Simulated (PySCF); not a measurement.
# C2H7O2P (SMILES CP(C)(=O)O): levels of theory compared

We compute a comparison of 6 runs (HF/3-21G, HF/6-31G, HF/def2-SVP, TPSS/6-31G, B3LYP/6-31G*, PBE0/def2-SVP) of C2H7O2P. The job is set up through a Python script.

The results are computed with PySCF 2.14.0.

### 1 The molecule

C2H7O2P: 12 atoms, total charge 0, spin state singlet. As SMILES, `CP(C)(=O)O`. Geometry: relaxed at GFN2-xTB. This is one conformer, not always the lowest.

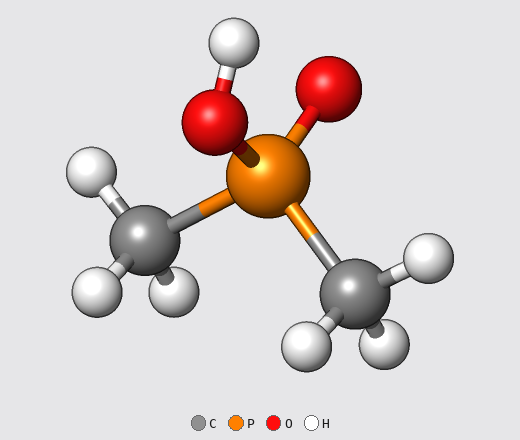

The structure, seen from a chosen angle (carbon grey, phosphorus orange, oxygen red, hydrogen white).

### 2 Energy and forces at HF/3-21G (run 1)

The input, geometry.xyz:

```xyz
12
C2H7O2P
C     -1.552770    -0.190550     0.058330
P      0.137860     0.169600    -0.540410
C      1.282810    -0.631060     0.640000
O      0.384790    -0.111960    -1.959910
O      0.317730     1.745560    -0.220050
H     -1.694570     0.203480     1.058830
H     -1.709230    -1.265030     0.053330
H     -2.258450     0.273620    -0.626060
H      1.124060    -0.250330     1.643110
H      2.299650    -0.418090     0.319780
H      1.121700    -1.704610     0.616770
H      0.546410     2.179370    -1.043710
```

The input, job.py:

```python
from pyscf import gto, scf

system = gto.M(
    atom='geometry.xyz',
    max_memory=1860,
    charge=0,
    basis='3-21g',
    verbose=4,
)

calc0 = scf.RHF(system)
calc0.conv_tol = 1e-10
calc0.kernel()
if not calc0.converged:
    calc0 = calc0.newton().run(calc0.mo_coeff, calc0.mo_occ)

etot = calc0.e_tot
print('Final energy', etot)
grad = calc0.nuc_grad_method().kernel()
calc0.analyze()
```

The run is started by

```bash
$ OMP_NUM_THREADS=1 python job.py
```

What it wrote:

```text
PySCF version 2.14.0

[... 87 lines left out ...]
DFT Exchange-Correlation Energy =      -52.055035783275230
[... 10 lines left out ...]
MO #9   energy= -5.47641579574702  occ= 2
[... 8 lines left out ...]
MO #18  energy= -0.599730047815448 occ= 2
[... 8 lines left out ...]
MO #27  energy= 0.243733632041457  occ= 0
[... 8 lines left out ...]
MO #36  energy= 0.381291691658417  occ= 0
[... 8 lines left out ...]
MO #45  energy= 1.11606359039813   occ= 0
[... 8 lines left out ...]
MO #54  energy= 1.82138584417718   occ= 0
[... 8 lines left out ...]
MO #63  energy= 3.51253657537659   occ= 0
[... 78 lines left out ...]
Dipole moment(X, Y, Z, Debye): -0.61024, -0.09276,  2.83979
```

Run time: 7.2 s. Hardware: 1 thread of Intel Xeon at 2.50GHz (Skylake/Cascade Lake), shared host; peak memory 0.13 GiB.

### 3 Energy and forces at HF/6-31G (run 2)

Edit geometry.xyz of step 2 so:

```diff
@@ -1,3 +1,3 @@
 12
-C2H7O2P
+
 C     -1.552770    -0.190550     0.058330
```

The input, job.py:

```python
import pyscf.grad
from pyscf import gto, scf

system = gto.M(
    atom='geometry.xyz',
    verbose=4,
    basis='6-31g',
    max_memory=1860,
)

hf = scf.RHF(system)
hf.conv_tol = 1e-10
hf.kernel()
if not hf.converged:
    hf = hf.newton().run(hf.mo_coeff, hf.mo_occ)

e_final = hf.e_tot
print('E(%s) = %.9f' % ('HF', e_final))
grad = hf.Gradients().kernel()
hf.analyze()
```

The run is started by

```bash
$ OMP_NUM_THREADS=1 python job.py
```

What it wrote:

```text
PySCF version 2.14.0

[... 87 lines left out ...]
DFT Exchange-Correlation Energy =      -52.097199625301357
[... 10 lines left out ...]
MO #9   energy= -5.54756681074058  occ= 2
[... 8 lines left out ...]
MO #18  energy= -0.608260921863705 occ= 2
[... 8 lines left out ...]
MO #27  energy= 0.213690995508522  occ= 0
[... 8 lines left out ...]
MO #36  energy= 0.353443489332179  occ= 0
[... 8 lines left out ...]
MO #45  energy= 0.903791723997333  occ= 0
[... 8 lines left out ...]
MO #54  energy= 1.24083404656155   occ= 0
[... 8 lines left out ...]
MO #63  energy= 2.06578950865495   occ= 0
[... 78 lines left out ...]
Dipole moment(X, Y, Z, Debye): -0.76595, -0.38422,  3.37327
```

It took 18 s on 1 thread of Intel Xeon at 2.50GHz (Skylake/Cascade Lake), shared host; peak memory 0.14 GiB.

Run 3 isn't shown in full; the table further down has it.

### 4 Energy and forces at TPSS/6-31G (run 4)

The input, mol.xyz:

```xyz
12
C2H7O2P
C     -1.552770    -0.190550     0.058330
P      0.137860     0.169600    -0.540410
C      1.282810    -0.631060     0.640000
O      0.384790    -0.111960    -1.959910
O      0.317730     1.745560    -0.220050
H     -1.694570     0.203480     1.058830
H     -1.709230    -1.265030     0.053330
H     -2.258450     0.273620    -0.626060
H      1.124060    -0.250330     1.643110
H      2.299650    -0.418090     0.319780
H      1.121700    -1.704610     0.616770
H      0.546410     2.179370    -1.043710
```

The input, calc.py:

```python
from pyscf import gto, dft

mol = gto.M(
    atom='mol.xyz',
    max_memory=1860,
    spin=0,
    basis='6-31g',
    verbose=4,
)

mf = dft.RKS(mol, xc='tpss')
mf.grids.level = 5
mf.conv_tol = 1e-10
mf.kernel()
if not mf.converged:
    mf = mf.newton().run(mf.mo_coeff, mf.mo_occ)

e_final = mf.e_tot
print(f'total energy: {e_final:.8f} hartree')
grad = mf.nuc_grad_method().kernel()
dip = mf.dip_moment()
pop, q = mf.mulliken_pop()
```

The run is started by

```bash
$ OMP_NUM_THREADS=1 python calc.py
```

What it wrote:

```text
PySCF version 2.14.0

[... 85 lines left out ...]
converged SCF energy = -572.127360215989
total energy: -572.12736022 hartree
[... 12 lines left out ...]
Dipole moment(X, Y, Z, Debye): -0.60751, -0.25561,  2.70965
[... 76 lines left out ...]
charge of   11H =      0.40546
```

It took 91 s on 1 thread of Intel Xeon at 2.50GHz (Skylake/Cascade Lake), shared host; peak memory 0.64 GiB.

Run 5 isn't shown in full; the table further down has it.

### 5 Energy and forces at PBE0/def2-SVP (run 6)

The input, job.py:

```python
from pyscf import gto, dft

molecule = gto.Mole()
molecule.atom = '''
C   -1.552770  -0.190550   0.058330
P    0.137860   0.169600  -0.540410
C    1.282810  -0.631060   0.640000
O    0.384790  -0.111960  -1.959910
O    0.317730   1.745560  -0.220050
H   -1.694570   0.203480   1.058830
H   -1.709230  -1.265030   0.053330
H   -2.258450   0.273620  -0.626060
H    1.124060  -0.250330   1.643110
H    2.299650  -0.418090   0.319780
H    1.121700  -1.704610   0.616770
H    0.546410   2.179370  -1.043710
'''
molecule.spin = 0
molecule.basis = 'def2-svp'
molecule.max_memory = 1860
molecule.verbose = 4
molecule.build()

mf = dft.RKS(molecule)
mf.xc = 'pbe0'
mf.conv_tol = 1e-10
mf.grids.level = 5
mf.kernel()
if not mf.converged:
    mf = mf.newton().run(mf.mo_coeff, mf.mo_occ)

e_final = mf.e_tot
print('Final energy', e_final)
grad = mf.nuc_grad_method().kernel()
mf.analyze()
```

The run is started by

```bash
$ OMP_NUM_THREADS=1 python job.py
```

What it wrote:

```text
PySCF version 2.14.0

[... 98 lines left out ...]
One-electron Energy =                -1314.574274091571624
[... 15 lines left out ...]
MO #11  energy= -0.9664794960341   occ= 2
[... 13 lines left out ...]
MO #25  energy= -0.279762822185602 occ= 2
[... 13 lines left out ...]
MO #39  energy= 0.413512757335866  occ= 0
[... 13 lines left out ...]
MO #53  energy= 0.704539615747281  occ= 0
[... 13 lines left out ...]
MO #67  energy= 1.23253999544669   occ= 0
[... 13 lines left out ...]
MO #81  energy= 1.85570667042043   occ= 0
[... 13 lines left out ...]
MO #95  energy= 2.69918478316468   occ= 0
[... 13 lines left out ...]
MO #109 energy= 3.71674932710079   occ= 0
[... 124 lines left out ...]
Dipole moment(X, Y, Z, Debye): -0.50057,  0.13045,  2.49702
```

Wall time 2 min (1 thread of Intel Xeon at 2.50GHz (Skylake/Cascade Lake), shared host); peak memory 1.1 GiB.

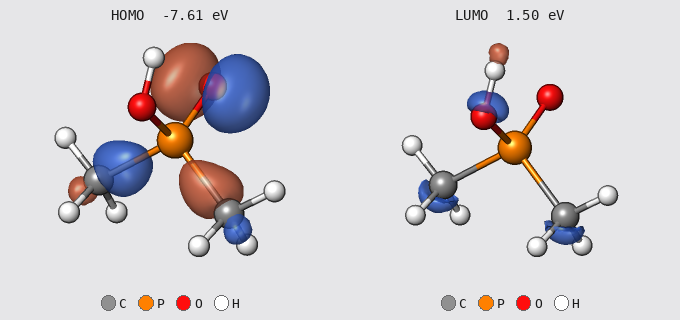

Frontier orbitals of this run, surfaces at ±0.2 Å^-3/2.

### 6 All runs side by side

```csv
run,level,integration grid,Cartesian functions,energy (Eh),dipole moment (D),HOMO energy (eV),LUMO energy (eV),wall time
1,HF/3-21G,–,no,-567.259750,2.91,-10.93,6.41,7.2 s
2,HF/6-31G,–,no,-570.081025,3.48,-11.27,5.23,18 s
3,HF/def2-SVP,–,no,-570.047808,2.96,-11.38,4.29,34 s
4,TPSS/6-31G,5,no,-572.127360,2.79,-6.21,1.00,91 s
5,B3LYP/6-31G* (Cartesian functions),5,yes,-572.280713,2.61,-7.31,1.75,94 s
6,PBE0/def2-SVP,5,no,-571.614368,2.55,-7.61,1.50,2 min
```

### 7 What came out

| quantity | value |
| --- | --- |
| run 6: total energy | -571.61437 Eh |
| run 6: dipole moment | 2.55 D |
| run 6: HOMO energy | -7.61 eV |
| run 6: LUMO energy | 1.50 eV |
| run 6: HOMO–LUMO gap | 9.11 eV |
| run 6: largest force on an atom | 1.519 eV/Å |

In words: The dipole moment (its size) runs from 2.55 D (PBE0/def2-SVP) to 3.48 D (HF/6-31G). The two ends differ in method and basis. The HOMO–LUMO gap runs from 7.21 eV (TPSS/6-31G) to 17.34 eV (HF/3-21G). Totals of different functionals can't be ranked against each other. All runs together took 6 min, the longest 2 min.
